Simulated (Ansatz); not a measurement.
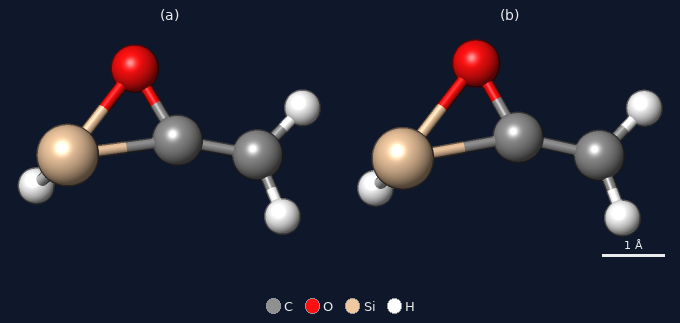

The structure of C$_{2}$H$_{3}$OSi (charge −1) before (left) and after (right) a relaxation, at one scale.

The picture is a ball-and-stick view, seen face on.

The run prepares the start of a later molecular dynamics calculation, from a guessed geometry.

All numbers below come from Ansatz 0.2.0, RKS PBE-D4/6-31G.

Input
```yaml
crystal:
  periodic: [false, false, false]
  atoms:
    - { symbol: C, position_ang: [-0.63781, 0.68887, 0.84322] }
    - { symbol: C, position_ang: [0.19704, 0.05034, 0.03864] }
    - { symbol: O, position_ang: [1.04369, -0.97146, 0.31162] }
    - { symbol: Si, position_ang: [1.19402, -0.37517, -1.44444] }
    - { symbol: H, position_ang: [-0.77275, 0.44375, 1.89743] }
    - { symbol: H, position_ang: [-1.25201, 1.50166, 0.46725] }
    - { symbol: H, position_ang: [0.22783, -1.338, -2.11372] }
total_charge: -1
basis:
  gaussian: { orbitals: "6-31G" }
hamiltonian:
  xc: pbe
  dispersion: d4
relax:
  f_tol: 0.02
  max_steps: 40
scf:
  lower_state_search: "off"
output:
  orbitals: {}
```

Command:
```bash
ansatz run input.yaml --threads 1 --pin off --max-ram 2048MiB --backend cpu --events-out ev --progress --plain --runs-dir out
```

Q: Describe what moved and what it gained.

A: The atom that moves furthest after the best rigid fit is Si4 (0.12 Å). By element the largest moves are Si 0.12 Å, O 0.09 Å, H 0.07 Å, C 0.05 Å. Near-neighbour distances that change, for instance: O3–Si4 1.861 → 2.041 Å, C2–Si4 1.837 → 1.951 Å, Si4–H7 1.519 → 1.605 Å, C1–C2 1.324 → 1.354 Å. Among the angles between lasting bonds that change: C1–C2–Si4 160.9° → 156.5°, C2–Si4–H7 99.0° → 95.0°, O3–Si4–H7 99.3° → 95.3°. Over 7 accepted moves (8 points after the start) the energy falls by 0.344 eV. The largest force component goes from 2.7 to 0.019 eV/Å. The line search rejected the trial step at point 7 of the run. Cost: 19 s on 1 thread of Intel(R) Xeon(R) Platinum 8259CL CPU @ 2.50GHz (Skylake/Cascade Lake), with other jobs on the host, peak memory 0.13 GiB.

Limits of the set-up: the basis has no diffuse functions, which an anion needs.
